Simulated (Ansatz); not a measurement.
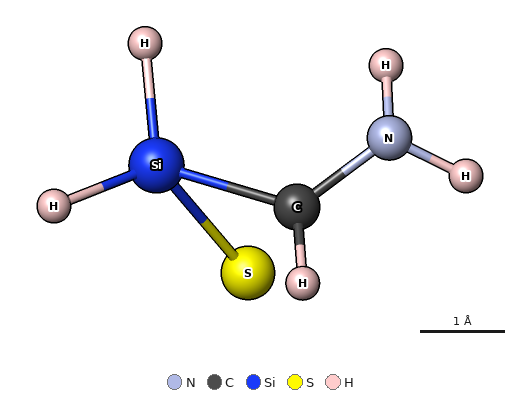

*The input geometry (ball-and-stick view, seen at a tilt).*

Bond lengths as drawn: C–H 1.10 Å, C–N 1.38 Å, C–Si 1.86 Å, H–N 1.02 to 1.03 Å, H–Si 1.50 Å and S–Si 2.10 Å.

## Geometry relaxation of CH5NSSi (part 1 of 2)

System: CH5NSSi.
Method: RKS PBE0-D4/def2-TZVP (Ansatz 0.2.0).

The geometry: PBE-D4/def2-SVP start. Figures and captions count atoms from 1; the log counts them from 0 in places.

Output:
```
Functional definition: PBE0
  name "PBE0"
  cite "Adamo & Barone, J. Chem. Phys. 110, 6158 (1999) doi:10.1063/1.478522"
  cite "Perdew, Burke & Ernzerhof, Phys. Rev. Lett. 77, 3865 (1996) doi:10.1103/PhysRevLett.77.3865"
  parent pbe
  parameter a = 0.25
  parameter kappa = 0.804
  parameter beta = 0.06672455060314922
  exchange = (1 - a)*pbe_x(kappa = kappa, mu = beta*pi^2/3) + a*exact_x
  correlation = pbe_c(beta = beta)
1094 factors; their error is unknown
mean field evaluation 1: about -21306.3001 eV, gradient 5.5e1 eV
mean field evaluation 2: about -21296.3185 eV, gradient 8.1e1 eV
mean field evaluation 4: about -21312.5542 eV, gradient 6.1e0 eV
mean field evaluation 8: about -21312.6594 eV, gradient 1.1e-1 eV
mean field evaluation 16: about -21312.7141 eV, gradient 3.4e-4 eV
mean field -21312.71408432 eV, -783.2277963222 hartree, gradient 4.3e-5 eV, S^2 0.000000; 0 other end points of the search recorded, 0 dependent functions left out
the calculation of the forces begins
reference -21312.71411308 eV, -783.2277973792 hartree; 24, 24 occupied and 142, 142 virtual orbitals, 1094 factors
relax step   1: F+E_penalty+E_count = -21312.88979792 eV  Δ(F+E_penalty+E_count) = +0.000e0 eV  max|allowed force component| = 6.442e-1 eV/Å  Δτ_max = 0.0000 Å  (30 SCF iters, accepted)
these checks for a lower state are left out or cut short: starts, cluster_reference, orbital_swaps, neighbouring_geometries, increment
1094 factors; their error is unknown
mean field -21312.75939563 eV, -783.2294614823 hartree, gradient 8.5e-6 eV, S^2 0.000000; 0 other end points of the search recorded, 0 dependent functions left out
the calculation of the forces begins
reference -21312.75942425 eV, -783.2294625341 hartree; 24, 24 occupied and 142, 142 virtual orbitals, 1094 factors
relax step   2: F+E_penalty+E_count = -21312.93581923 eV  Δ(F+E_penalty+E_count) = -4.602e-2 eV  max|allowed force component| = 2.535e-1 eV/Å  Δτ_max = 0.0413 Å  (33 SCF iters, accepted)
these checks for a lower state are left out or cut short: starts, cluster_reference, orbital_swaps, neighbouring_geometries, increment
1094 factors; their error is unknown
mean field evaluation 32: about -21312.7696 eV, gradient 8.4e-6 eV
mean field -21312.76958431 eV, -783.2298359093 hartree, gradient 8.4e-6 eV, S^2 0.000000; 0 other end points of the search recorded, 0 dependent functions left out
the calculation of the forces begins
reference -21312.76961283 eV, -783.2298369575 hartree; 24, 24 occupied and 142, 142 virtual orbitals, 1094 factors
relax step   3: F+E_penalty+E_count = -21312.94630286 eV  Δ(F+E_penalty+E_count) = -1.048e-2 eV  max|allowed force component| = 2.613e-1 eV/Å  Δτ_max = 0.0241 Å  (32 SCF iters, accepted)
these checks for a lower state are left out or cut short: starts, cluster_reference, orbital_swaps, neighbouring_geometries, increment
1094 factors; their error is unknown
mean field -21312.77684677 eV, -783.2301027997 hartree, gradient 2.7e-5 eV, S^2 0.000000; 0 other end points of the search recorded, 0 dependent functions left out
the calculation of the forces begins
reference -21312.77687527 eV, -783.2301038472 hartree; 24, 24 occupied and 142, 142 virtual orbitals, 1094 factors
relax step   4: F+E_penalty+E_count = -21312.95384365 eV  Δ(F+E_penalty+E_count) = -7.541e-3 eV  max|allowed force component| = 2.564e-1 eV/Å  Δτ_max = 0.0420 Å  (32 SCF iters, accepted)
these checks for a lower state are left out or cut short: starts, cluster_reference, orbital_swaps, neighbouring_geometries, increment
1094 factors; their error is unknown
mean field -21312.77369085 eV, -783.2299868219 hartree, gradient 2.7e-5 eV, S^2 0.000000; 0 other end points of the search recorded, 0 dependent functions left out
the calculation of the forces begins
reference -21312.77371933 eV, -783.2299878685 hartree; 24, 24 occupied and 142, 142 virtual orbitals, 1094 factors
relax step   5: F+E_penalty+E_count = -21312.95080065 eV  Δ(F+E_penalty+E_count) = +3.043e-3 eV  max|allowed force component| = 2.958e-1 eV/Å  Δτ_max = 0.0373 Å  (32 SCF iters, rejected (line search))
these checks for a lower state are left out or cut short: starts, cluster_reference, orbital_swaps, neighbouring_geometries, increment
1094 factors; their error is unknown
mean field -21312.78331131 eV, -783.2303403673 hartree, gradient 2.6e-5 eV, S^2 0.000000; 0 other end points of the search recorded, 0 dependent functions left out
the calculation of the forces begins
reference -21312.78333981 eV, -783.2303414146 hartree; 24, 24 occupied and 142, 142 virtual orbitals, 1094 factors
relax step   6: F+E_penalty+E_count = -21312.96028368 eV  Δ(F+E_penalty+E_count) = -6.440e-3 eV  max|allowed force component| = 1.383e-1 eV/Å  Δτ_max = 0.0181 Å  (32 SCF iters, accepted)
these checks for a lower state are left out or cut short: starts, cluster_reference, orbital_swaps, neighbouring_geometries, increment
1094 factors; their error is unknown
mean field -21312.78447493 eV, -783.2303831295 hartree, gradient 2.6e-5 eV, S^2 0.000000; 0 other end points of the search recorded, 0 dependent functions left out
the calculation of the forces begins
reference -21312.78450338 eV, -783.2303841751 hartree; 24, 24 occupied and 142, 142 virtual orbitals, 1094 factors
relax step   7: F+E_penalty+E_count = -21312.96136186 eV  Δ(F+E_penalty+E_count) = -1.078e-3 eV  max|allowed force component| = 6.935e-2 eV/Å  Δτ_max = 0.0605 Å  (30 SCF iters, accepted)
these checks for a lower state are left out or cut short: starts, cluster_reference, orbital_swaps, neighbouring_geometries, increment
1094 factors; their error is unknown
mean field evaluation 64: about -21312.7817 eV, gradient 3.4e-1 eV
mean field -21312.78182587 eV, -783.2302857782 hartree, gradient 9.4e-6 eV, S^2 0.000000; 0 other end points of the search recorded, 0 dependent functions left out
the calculation of the forces begins
reference -21312.78185432 eV, -783.2302868240 hartree; 24, 24 occupied and 142, 142 virtual orbitals, 1094 factors
relax step   8: F+E_penalty+E_count = -21312.95875117 eV  Δ(F+E_penalty+E_count) = +2.611e-3 eV  max|allowed force component| = 1.111e-1 eV/Å  Δτ_max = 0.0985 Å  (32 SCF iters, rejected (line search))
these checks for a lower state are left out or cut short: starts, cluster_reference, orbital_swaps, neighbouring_geometries, increment
1094 factors; their error is unknown
mean field -21312.78586820 eV, -783.2304343314 hartree, gradient 2.6e-5 eV, S^2 0.000000; 0 other end points of the search recorded, 0 dependent functions left out
the calculation of the forces begins
reference -21312.78589664 eV, -783.2304353766 hartree; 24, 24 occupied and 142, 142 virtual orbitals, 1094 factors
relax step   9: F+E_penalty+E_count = -21312.96285284 eV  Δ(F+E_penalty+E_count) = -1.491e-3 eV  max|allowed force component| = 1.649e-2 eV/Å  Δτ_max = 0.0413 Å  (30 SCF iters, accepted)
these checks for a lower state are left out or cut short: starts, cluster_reference, orbital_swaps, neighbouring_geometries, increment
1094 factors; their error is unknown
mean field -21312.78590366 eV, -783.2304356345 hartree, gradient 2.6e-5 eV, S^2 0.000000; 0 other end points of the search recorded, 0 dependent functions left out
the calculation of the forces begins
reference -21312.78593211 eV, -783.2304366799 hartree; 24, 24 occupied and 142, 142 virtual orbitals, 1094 factors
relax step  10: F+E_penalty+E_count = -21312.96290837 eV  Δ(F+E_penalty+E_count) = -5.552e-5 eV  max|allowed force component| = 9.567e-3 eV/Å  Δτ_max = 0.0054 Å  (32 SCF iters, accepted)
these checks for a lower state are left out or cut short: starts, cluster_reference, orbital_swaps, neighbouring_geometries, increment
1094 factors; their error is unknown
mean field -21312.78591308 eV, -783.2304359805 hartree, gradient 2.6e-5 eV, S^2 0.000000; 0 other end points of the search recorded, 0 dependent functions left out
the calculation of the forces begins
reference -21312.78594152 eV, -783.2304370259 hartree; 24, 24 occupied and 142, 142 virtual orbitals, 1094 factors
relax step  11: F+E_penalty+E_count = -21312.96291602 eV  Δ(F+E_penalty+E_count) = -7.654e-6 eV  max|allowed force component| = 4.111e-3 eV/Å  Δτ_max = 0.0023 Å  (33 SCF iters, accepted)
1094 factors; their error is unknown
mean field evaluation 96: about -21312.7859 eV, gradient 2.6e-5 eV
```

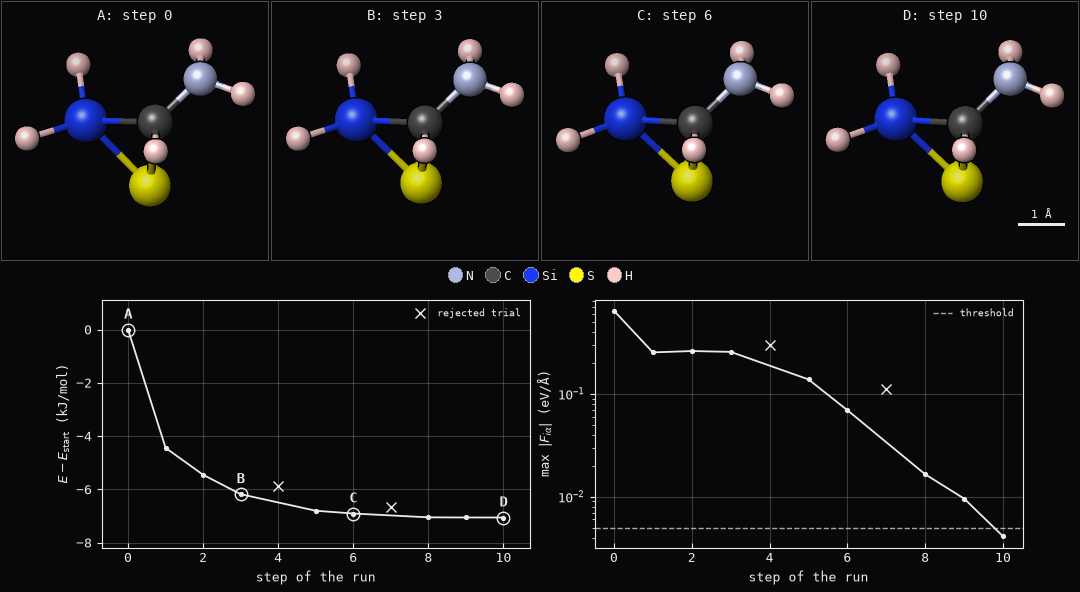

*Frames of the relaxation (ball-and-stick view, seen at a tilt) above the curves, on which the letters mark them (the first geometry is step 0 here and step 1 in the log).*

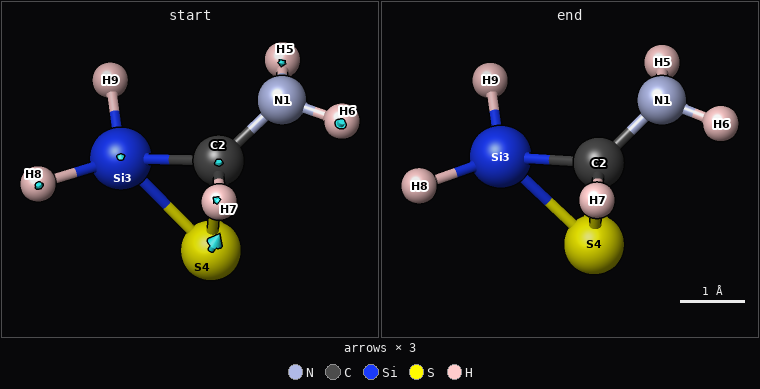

*Before (left) and after (right) the relaxation, at one scale (ball-and-stick view, seen at a tilt). The teal arrows give the displacements, magnified 3 times.*

After 10 geometry steps the energy has fallen by 7.05 kJ/mol. Largest force component: 0.64 eV/Å at the start, 0.0041 eV/Å at the end. The line search rejected the trial steps at points 4, 7 (counted from 0) and went back. S4 moves most after the best rigid fit: 0.13 Å. Largest moves by element: S 0.13 Å, H 0.07 Å, C 0.04 Å, Si 0.04 Å, N 0.01 Å. Among the contacts that change: C2–S4 2.137 → 1.974 Å, C2–Si3 1.864 → 1.841 Å, Si3–H8 1.502 → 1.481 Å, Si3–S4 2.100 → 2.079 Å. Among the angles that change: C2–Si3–S4 64.9° → 60.1°, S4–C2–H7 102.3° → 106.3°, Si3–C2–S4 62.9° → 65.9°. (Atoms are counted from 1 in the order of the input.)

```
mean field -21312.78591308 eV, -783.2304359805 hartree, gradient 2.6e-5 eV, S^2 0.000000; 1 other end points of the search recorded, 0 dependent functions left out
the calculation of the forces begins
reference -21312.78594152 eV, -783.2304370259 hartree; 24, 24 occupied and 142, 142 virtual orbitals, 1094 factors
Total energy: -21312.96294447 eV, -783.2369417640 hartree
Atom 0 at     0.154028     1.467376     0.396824 Å, force     0.001985    -0.004111    -0.000255 eV/Å
Atom 1 at     0.296713     0.340078    -0.420105 Å, force     0.001998     0.001177     0.001233 eV/Å
Atom 2 at     0.020806    -1.394374     0.133644 Å, force     0.001493    -0.000810     0.001685 eV/Å
Atom 3 at    -1.300691    -0.511988    -1.206560 Å, force     0.001568     0.000996     0.001153 eV/Å
Atom 4 at    -0.443984     1.319115     1.196831 Å, force    -0.001780     0.000138     0.001331 eV/Å
Atom 5 at    -0.149122     2.293088    -0.102021 Å, force    -0.001261     0.001150    -0.002283 eV/Å
Atom 6 at     0.991946     0.498619    -1.238804 Å, force    -0.001848    -0.000026    -0.000946 eV/Å
Atom 7 at     0.927204    -2.475727    -0.317308 Å, force    -0.000418     0.000593    -0.001840 eV/Å
Atom 8 at    -0.408400    -1.582385     1.540499 Å, force    -0.001737     0.000893    -0.000078 eV/Å
Dipole moment:     0.146602     0.136474     0.227105 e Å
```
